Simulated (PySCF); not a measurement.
# C2F4 (Tetrafluoroethylene): the cost of one run

Computed with PySCF 2.14.0, with density-fitted response routines of our own, on a single molecule in the gas phase. Atoms are numbered from 0 throughout.

## 1. The molecule as given

6 atoms, charge 0, multiplicity 1; geometry from: MMFF94s. The atoms were then displaced at random by about 0.03 Å, so the start is not that level's minimum.

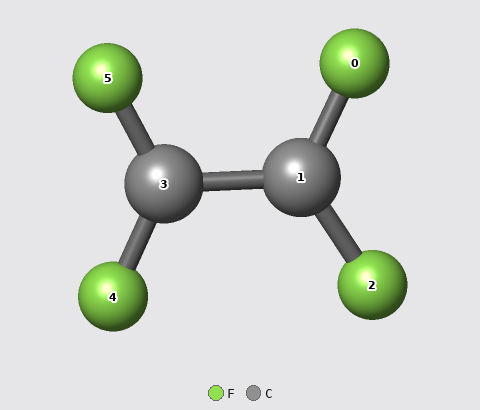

As it starts; fluorine green, carbon grey, atoms numbered.

## 2. Relaxing the molecule at PBE0-D3(BJ)/def2-SVP

Job settings and geometry (Å):

```
{"job": {"xc": "PBE0", "basis": "def2-SVP", "d3": "d3bj", "grid": 1, "shake": 0.03, "kind": "geom"}, "charge": 0, "multiplicity": 1}
F     -1.242010    -0.077300     1.225610
C     -0.682820    -0.035250     0.016790
F     -1.442520    -0.093720    -1.145210
C      0.765470     0.028440    -0.033840
F      1.294800    -0.019410    -1.244720
F      1.370190     0.101220     1.112100
```

The run is started by

```bash
$ OMP_NUM_THREADS=1 python probes_run.py task.json out
```

One launch serves the whole session: the jobs run in the order shown.

**Question.** How long does this first job take on 1 thread of Arm Neoverse V2, shared host, and how much memory does it need?

About 18 s, with a peak of 0.34 GiB.
